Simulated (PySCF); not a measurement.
SMILES [Si]=[SH+] (HSSi (cation, charge +1)), singlet at its PBE0/def2-SVP optimised geometry (Å):

```
3

Si     1.0327    -0.6842     0.0000
S     -1.0327    -0.6842     0.0000
H     -1.0157     0.6842     0.0000
```

Level of theory: PBE0/def2-TZVP in PySCF. Cells within 0.4 Å of a nucleus heavier than hydrogen are left out (blank, or x).

Map of the deformation density (molecule minus spherical neutral atoms) (e/bohr³) on the plane z = 0.0 Å:

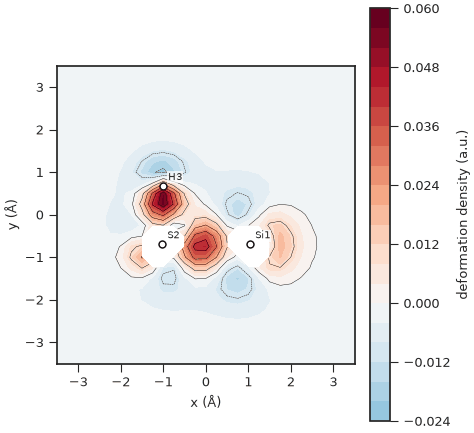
Fig. 1. Deformation density (molecule minus spherical neutral atoms) (e/bohr³) on the plane z = 0.0 Å.
